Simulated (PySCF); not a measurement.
C6H13BOSi

```xyz
22

B     2.4796    0.4426   -0.7264
O     0.9108    0.1095   -0.4736
C     0.6410   -1.2571   -0.2102
C    -0.6116   -1.2571    0.6745
C    -1.8506   -1.0686   -0.1552
C    -2.1923    0.0831   -0.7251
Si   -1.1508    1.6411   -0.5505
C     0.2490    0.9301    0.5288
C    -0.3017   -0.0454    1.5556
H     2.4917    1.5976   -1.0082
H     3.0538    0.1915    0.2922
H     2.7850   -0.2689   -1.6290
H     0.5013   -1.7671   -1.1665
H     1.4871   -1.7111    0.3179
H    -0.6837   -2.1826    1.2492
H    -2.4566   -1.9569   -0.2897
H    -3.0993    0.1139   -1.3135
H    -0.5930    2.0719   -1.8267
H    -1.9047    2.6955    0.1398
H     0.9742    1.6232    0.9492
H     0.4459   -0.3096    2.3072
H    -1.1855    0.3438    2.0593
```

Geometry: GFN2-xTB.

The calculation used PBE0/pcSseg-1, SCF density, gas phase, non-relativistic (PySCF).

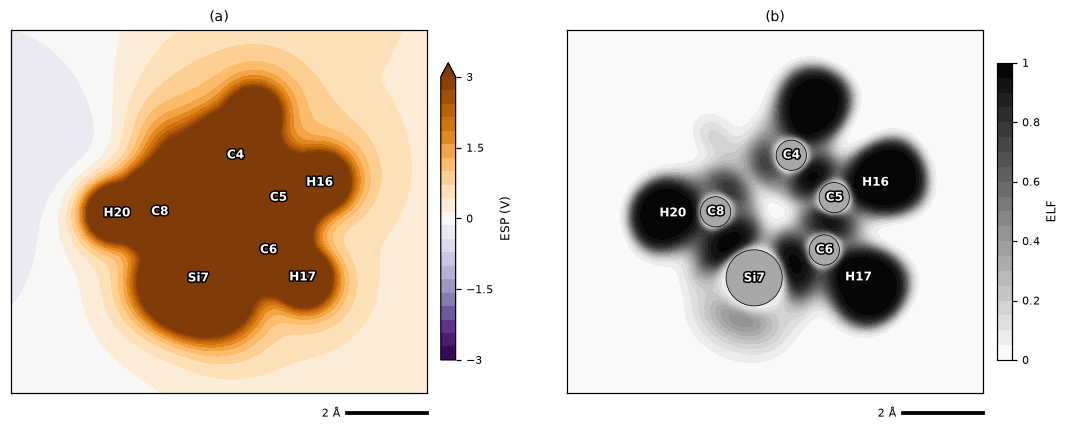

Figure 1. (a) electrostatic potential; (b) electron localisation function on the plane of atoms C6, Si7 and C8. Grey discs cover the atomic cores in the ELF map.

Q: What do the fields say about this system?

A: The plane passes through C, Si and H nuclei.
C–C (1.33 Å): the ELF peaks at about 0.90 between the atoms (a multiple bond).
C–Si (1.88 Å): the ELF peaks at about 0.95 between the atoms; a shared electron pair.
C–H (1.08 Å): the ELF climbs to about 1 towards the hydrogen, as it does in any bond to H; an ordinary covalent bond to hydrogen.
C–C (1.50 Å): the ELF peaks at about 0.95 between the atoms; a shared electron pair.
Outside the dense part of the molecule the potential is most negative (−0.4 V) near H11, which lies off the plane.

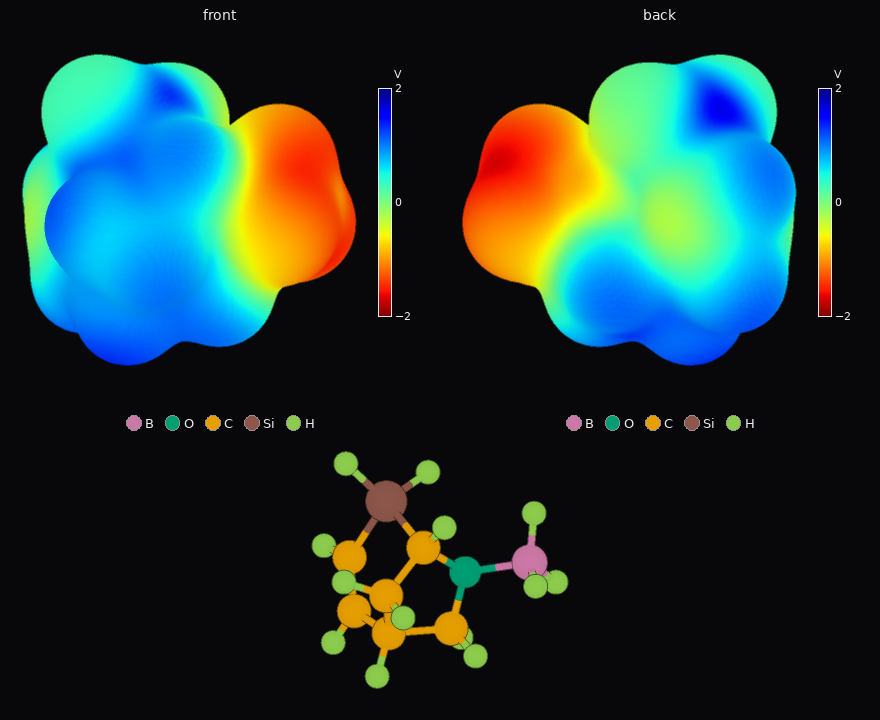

Figure 2. The electrostatic potential painted on the density surface at 0.002 e/bohr³, seen from the front and from behind; red is negative and blue positive. The bare structure is drawn below in the same view.

Q: Which sites attract a positive test charge, and which a negative one?

A: A positive charge is drawn to the negative regions and a negative charge to the positive ones. The most negative region (about −1.6 V, or −37 kcal/mol for a unit charge) lies over H10, the most positive (about +1.5 V, or +35 kcal/mol for a unit charge) over Si7.

Q: How polar is the molecule by this calculation?

A: Its dipole moment is 5.47 D.
